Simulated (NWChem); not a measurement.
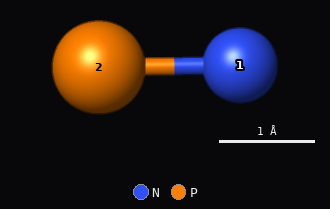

**Figure 1.** The structure (ball-and-stick view, seen at a tilt; atoms are numbered from 1 in the order of the input). Bond lengths as drawn: N–P 1.49 Å.

## Energy and gradient calculation, with input and output: PN

The run: energy and gradient calculation of PN (phosphorous nitride), SMILES N#P. Method and program: TPSS/aug-cc-pVTZ, RKS (NWChem 7.3.0).

**Input file**
```python
from ase import Atoms
from ase.calculators.nwchem import NWChem

system = Atoms('NP', positions=[
    [0.000000, 0.000000, 0.000000],
    [0.000000, 0.000000, 1.490866],
])

calc = NWChem(
    label='np',
    theory='dft',
    memory='2200 mb',
    basis='aug-cc-pVTZ',
    basispar='spherical bse',
    dft={'xc': 'xtpss03 ctpss03', 'mult': '1', 'grid': 'fine', 'convergence': 'energy 1e-08', 'iterations': '100', 'mulliken': None},
)
system.calc = calc

forces = system.get_forces()
print("Total energy (eV):", round(system.get_potential_energy(), 6))
print("forces (eV/A):")
for s, f in zip(system.symbols, forces):
    print(f"{s:2s} {f[0]:10.5f} {f[1]:10.5f} {f[2]:10.5f}")
print("dipole (e A):", system.get_dipole_moment().round(4))
```

**File np.nwi**
```
title "np"

permanent_dir np

scratch_dir np

start np

geometry units angstrom nocenter noautosym noautoz
  N  0.0000000000000000e+00 0.0000000000000000e+00 0.0000000000000000e+00
  P  0.0000000000000000e+00 0.0000000000000000e+00 1.4908660000000000e+00
end

memory 2200 mb

basis spherical bse noprint
   * library aug-cc-pVTZ
end

dft
  xc xtpss03 ctpss03
  mult 1
  grid fine
  convergence energy 1e-08
  iterations 100
  mulliken
end

task dft gradient
```

Run on 1 thread of Intel Xeon (Sapphire Rapids), 16 GiB of memory available, shared host.

Command:
```bash
export ASE_NWCHEM_COMMAND="nwchem PREFIX.nwi > PREFIX.nwo"
python run.py
```

**The program's output**
```
Total energy (eV): -10779.268724
forces (eV/A):
N     0.00000   -0.00000   -0.65306
P    -0.00000    0.00000    0.65306
dipole (e A): [ 0.     -0.      0.5481]
```

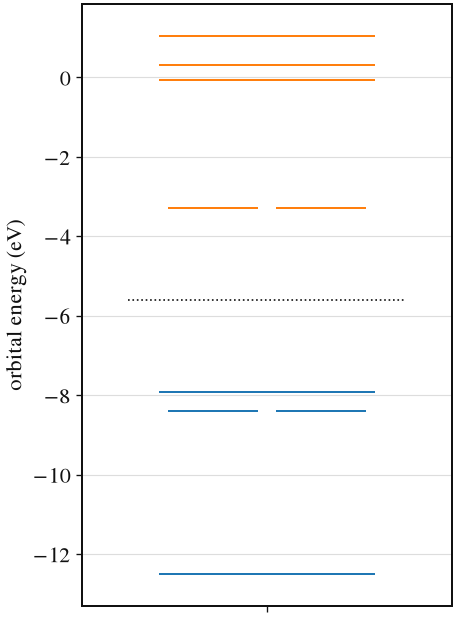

**Figure 2.** Orbital energies near the frontier; the dotted line parts filled from empty levels, and levels within 0.02 eV of each other stand side by side. Highest filled −7.92 eV, lowest empty −3.30 eV, 4.62 eV apart.

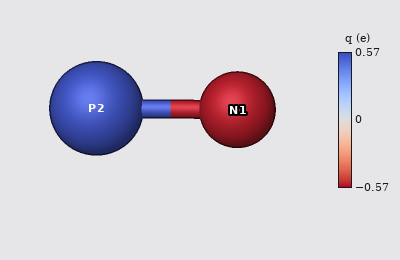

**Figure 3.** Mulliken charges, as the colour of each atom (ball-and-stick view, seen on its broad side; atoms are numbered from 1 in the order of the input). By element: N −0.54 and P +0.54 e.

**Key numbers**

| quantity | value |
| --- | --- |
| outcome | converged |
| total energy | −396.130822 hartree |
| basis functions | 96 |
| largest force | 0.653 eV/Å |
| HOMO | −7.92 eV |
| LUMO | −3.30 eV |
| dipole moment | 2.63 D |
| wall time | 53 s |
| peak memory | 0.12 GiB |
